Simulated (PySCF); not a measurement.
**C5H13FOSi2 (SMILES OC[C@H]([SiH3])[SiH2]/C=C\CF): density, localisation and related maps**

```csv
atom,x (Å),y (Å),z (Å)
O,-3.2184,0.7783,-1.2652
C,-1.9665,0.1314,-1.3498
C,-1.5498,-0.4492,-0.0047
Si,-2.0520,0.8253,1.3343
Si,0.2705,-0.9920,0.0009
C,1.3597,0.5419,-0.0452
C,2.6817,0.5530,0.0518
C,3.5264,-0.6658,0.2228
F,4.7858,-0.4607,-0.2915
H,-3.8824,0.1249,-1.0199
H,-1.2687,0.9105,-1.6655
H,-1.9854,-0.6413,-2.1320
H,-2.1471,-1.3521,0.1671
H,-3.4907,0.7477,1.6027
H,-1.3386,0.4874,2.5711
H,-1.6868,2.1715,0.9031
H,0.5335,-1.7897,1.2068
H,0.5365,-1.8400,-1.1749
H,0.8620,1.4990,-0.1369
H,3.2504,1.4753,0.0252
H,3.6654,-0.9006,1.2869
H,3.1040,-1.5362,-0.2881
```

Geometry: GFN2-xTB.

All numbers below come from PBE0/pcSseg-1, SCF density, gas phase, non-relativistic in PySCF.

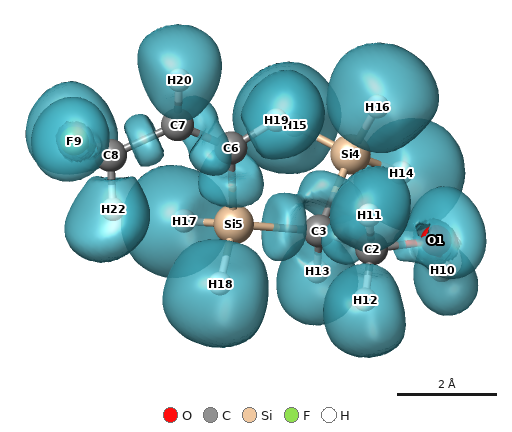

Figure 1. Isosurface of the ELF at 0.75 (cyan), seen at a tilt. Only the valence region is drawn (cores and ρ < 0.01 e/Å³ removed).

Q: What do the ELF domains correspond to?

A: At this value the surface marks out three regions between bonded C–C atoms (shared pairs), one region between bonded C–Si atoms (shared pairs), twelve regions around hydrogen nuclei, one region on C in which the atom's valence shell and bonds are merged, one region on F in which the atom's valence shell and bonds are merged and one joined region spread over several atoms (H, O), in which their bonds and any lone pairs are merged. Profiles from the grid: C–C (1.33 Å): the ELF peaks at about 0.90 between the atoms: a multiple bond. C–F (1.38 Å): the ELF peaks at about 0.85 between the atoms; a polar covalent bond.

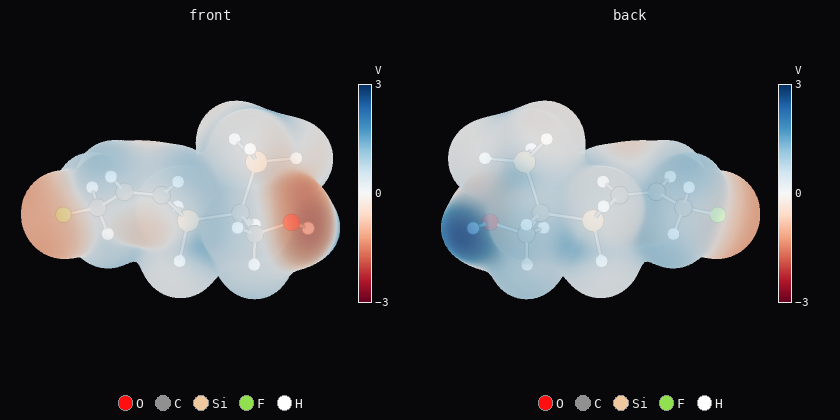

Figure 2. The electrostatic potential painted on the density surface at 0.002 e/bohr³, seen from the front and from behind; the colour scale runs from red (negative) to blue (positive).

Q: Describe the electrostatic potential map.

A: The most negative region (about −1.5 V) lies over O1, the most positive (about +2.4 V) over H10. O1 is the likeliest acceptor of a hydrogen bond.

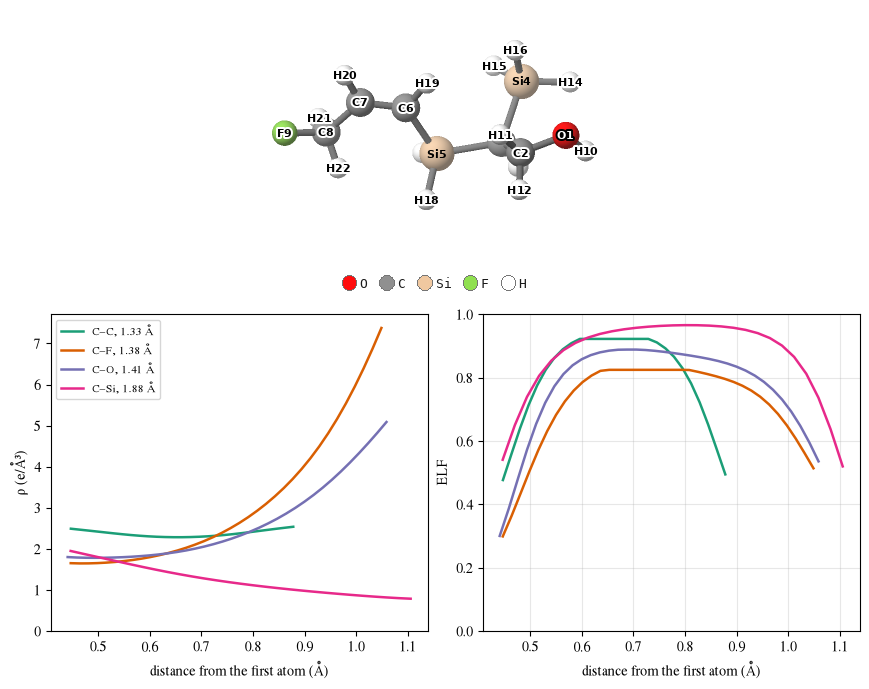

Figure 3. Total electron density and ELF along straight lines between neighbouring atoms. The curves leave out the atomic cores. The structure is drawn too.

Q: Compare the contacts.

A: C–C (1.33 Å): ρ is about 2.3 e/Å³ halfway; the ELF peaks at about 0.90 between the atoms; a multiple bond.
C–F (1.38 Å): ρ at the midpoint is about 2.1 e/Å³, with its minimum of 1.6 e/Å³ about 0.5 Å from C; the ELF peaks at about 0.85 between the atoms (a shared but strongly polarised pair).
C–O (1.41 Å): ρ is about 2.1 e/Å³ halfway, with its minimum of 1.8 e/Å³ about 0.5 Å from C; the ELF peaks at about 0.90 between the atoms: a polar covalent bond.
C–Si (1.88 Å): the density is about 0.93 e/Å³ at the midpoint; the ELF peaks at about 0.95 between the atoms (a covalent bond).
